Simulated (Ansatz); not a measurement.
**Ligand exchange: Sn(CH3)4 + ICl → Sn(CH3)3I + CH3Cl**

Species: Sn(CH3)4 (tetramethyltin), singlet; ICl (iodine monochloride), singlet; Sn(CH3)3I, singlet; CH3Cl (chloromethane) `CCl`, singlet. The partners trade CH3 for I: Sn–CH3 and Cl–I bonds give way to Sn–I and Cl–CH3.

Shapes, held fixed at every level: PBE0-D4/def2-TZVP. Programs: Ansatz 0.2.0. Electronic energies: no zero-point or thermal term.

| level | kind | ΔE (kJ/mol) | less CCSD(T)/def2-TZVPP |
| --- | --- | --- | --- |
| HF/def2-TZVPP | Hartree–Fock | -183.1 | -25.9 |
| SPW92/def2-TZVPP | LDA | -152.7 | +4.5 |
| r2SCAN0-D4/def2-TZVPP | global hybrid | -169.2 | -12.0 |
| B2PLYP/def2-TZVPP | double hybrid | -158.9 | -1.7 |
| MP2/def2-TZVPP | perturbation theory | -170.2 | -13.0 |
| CCSD/def2-SVP | coupled cluster or CI | -175.2 | -18.0 |
| CCSD/def2-TZVPP | coupled cluster or CI | -159.2 | -2.0 |
| CCSD(T)/def2-TZVPP | coupled cluster or CI | -157.2 | 0.0 |

The highest level, CCSD(T)/def2-TZVPP, gives ΔE = -157.2 kJ/mol; the levels span -183.1 to -152.7. The column of differences is taken from that level and isn't an error. No measured value is set beside it here. For atoms past krypton def2 sets carry core potentials with scalar relativity. Outer-core shells of I, Sn are correlated, in sets that cover them unevenly.

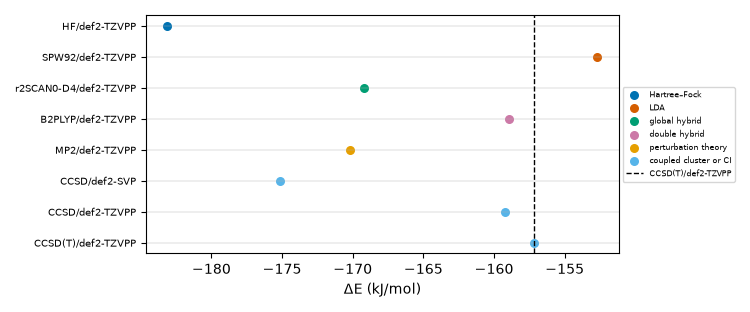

The values of the table, level by level.
